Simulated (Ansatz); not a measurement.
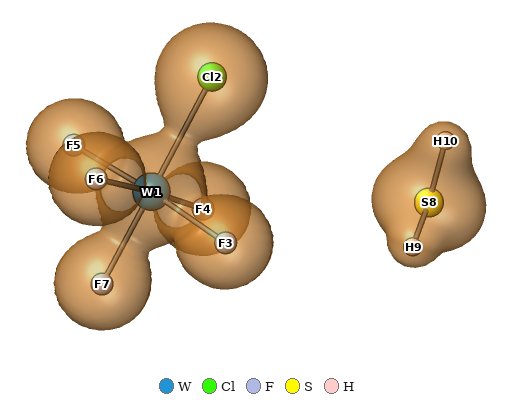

Figure. ClF5W···H2S. Isosurface of the electron density at 0.6 e/Å³ (orange), seen across its widest extent.

Core potentials replace the inner electrons of W.

Computed with RHF/def2-SVP in Ansatz.

```yaml
atoms:
  - { symbol: W, position_ang: [-0.4141, -0.3508, -0.1964] }
  - { symbol: Cl, position_ang: [-0.6556, -0.2230, 2.0566] }
  - { symbol: F, position_ang: [1.4023, -0.2383, -0.0623] }
  - { symbol: F, position_ang: [-0.5377, 1.4567, -0.3742] }
  - { symbol: F, position_ang: [-2.2184, -0.4938, -0.4271] }
  - { symbol: F, position_ang: [-0.2942, -2.1713, -0.1202] }
  - { symbol: F, position_ang: [-0.2207, -0.4675, -2.0142] }
  - { symbol: S, position_ang: [2.5886, 2.7202, 1.9893] }
  - { symbol: H, position_ang: [3.4049, 1.8062, 1.4626] }
  - { symbol: H, position_ang: [2.5964, 2.1660, 3.2029] }
```

Question: How is the density connected at this value?

Answer: At this value the surface falls into two separate pieces. It bridges the sampled W–F (1.82 Å), W–Cl (2.27 Å) and S–H (1.33 Å) contacts, where the density stays above the isovalue. It is pinched off along the sampled W···S (4.82 Å) contacts. On the grid the lowest density along these lines, outside the cores, is 0.01 e/Å³ (W···S, 4.82 Å), 1.2 e/Å³ (W–F, 1.82 Å), 0.76 e/Å³ (W–Cl, 2.27 Å) and 1.4 e/Å³ (S–H, 1.33 Å).
